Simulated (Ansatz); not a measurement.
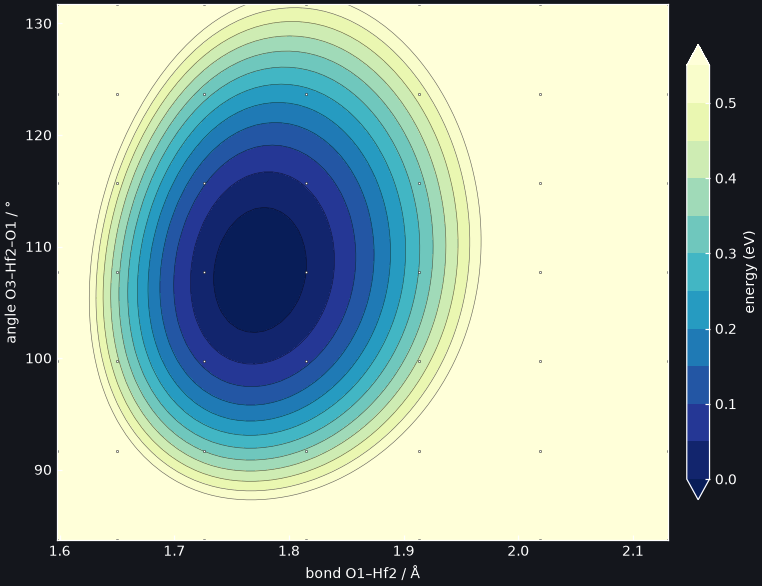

HfO2, SMILES [O]=[Hf]=[O]. Two internal coordinates are moved rigidly from the geometry relaxed at PBE0-D4/def2-TZVP, all others fixed. First axis: bond O1–Hf2. Second axis: angle O3–Hf2–O1. Grid: 7 × 7 points. Energies are in eV, from the lowest grid point. Level of theory: RKS PBE0-D4/def2-TZVPP (Ansatz).

Drawn: filled contours, dots at the grid points, one colour for all values above the top of the scale. Between grid points the surface is interpolated.

Q: Estimate the position of the minimum and the force constants in these coordinates.

A: The interpolated minimum is at bond O1–Hf2 ≈ 1.774 Å, angle O3–Hf2–O1 ≈ 107.8°. The curvatures there are about 43 eV/Å² and 7.7 eV/rad², with a cross term of about −2.1 eV/(Å·rad). Round the minimum the two coordinates are weakly coupled (coupling −0.12 in units of the two stiffnesses).
